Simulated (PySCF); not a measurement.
# C4H7NO2Si (SMILES [H]/N=C/C1=CCO[SiH2]O1): what the fields show

Input file:

```
{"job": {"kind": "nmr", "xc": "PBE0", "basis": "pcSseg-1"}, "charge": 0, "multiplicity": 1}
N      2.938935     0.033849     0.422596
C      1.997695    -0.767786     0.173226
C      0.605065    -0.327306     0.167680
C      0.257411     0.939934     0.413004
C     -1.137682     1.463540     0.419848
O     -2.125168     0.564269    -0.010837
Si    -1.891911    -1.029520    -0.219247
O     -0.279421    -1.321351    -0.103397
H      3.869049    -0.377592     0.403406
H      2.114596    -1.835275    -0.053966
H      1.044097     1.644767     0.622621
H     -1.396089     1.791383     1.438161
H     -1.197916     2.345586    -0.232768
H     -2.292377    -1.339477    -1.580265
H     -2.510699    -1.777033     0.866195
```

Launched as:

```sh
OMP_NUM_THREADS=1 python probes_run.py task.json out
```

Geometry: GFN2-xTB.

All numbers below come from PBE0/pcSseg-1, SCF density, gas phase, non-relativistic (PySCF 2.14.0).

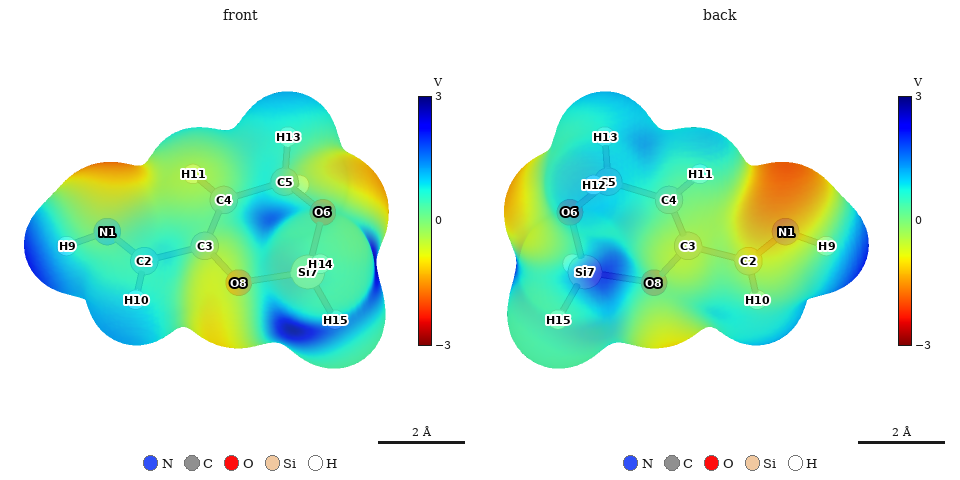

Figure 1. The molecular electrostatic potential painted on the density surface at 0.004 e/bohr³, seen from the front and from behind; the colour scale runs from red (negative) to blue (positive).

Question: Which sites attract a positive test charge, and which a negative one?

Answer: A positive charge is drawn to the negative regions and a negative charge to the positive ones. The most negative region (about −1.9 V) lies over N1, the most positive (about +2.6 V) over Si7. N1 is the likeliest acceptor of a hydrogen bond.

Question: What dipole moment does the calculation give?

Answer: Its dipole moment is 0.73 D.

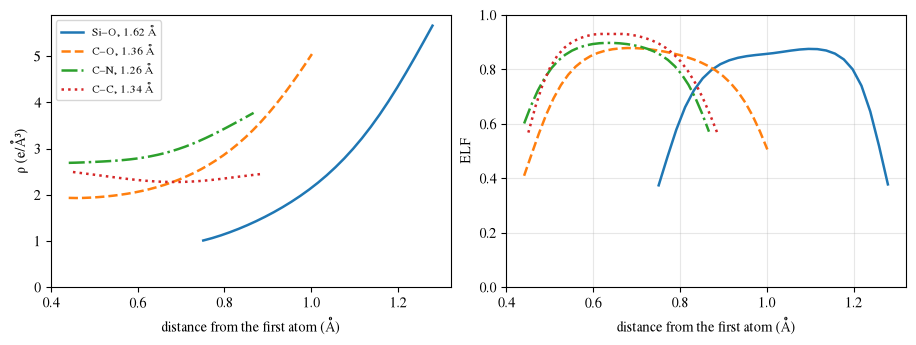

Figure 2. Electron density and ELF along straight lines between neighbouring atoms. The curves leave out the atomic cores.

Question: What kind of bonding do the profiles show?

Answer: Si–O (1.62 Å): ρ at the midpoint is about 1.2 e/Å³; the ELF peaks at about 0.90 between the atoms, as expected for a polar covalent bond.
C–O (1.36 Å): ρ is about 2.3 e/Å³ halfway, with its minimum of 1.9 e/Å³ about 0.5 Å from C; the ELF peaks at about 0.90 between the atoms; a shared but strongly polarised pair.
C–N (1.26 Å): ρ is about 2.8 e/Å³ halfway; the ELF peaks at about 0.90 between the atoms (a short, multiple covalent bond).
C–C (1.34 Å): ρ is about 2.3 e/Å³ halfway; the ELF peaks at about 0.95 between the atoms: a short, multiple covalent bond.
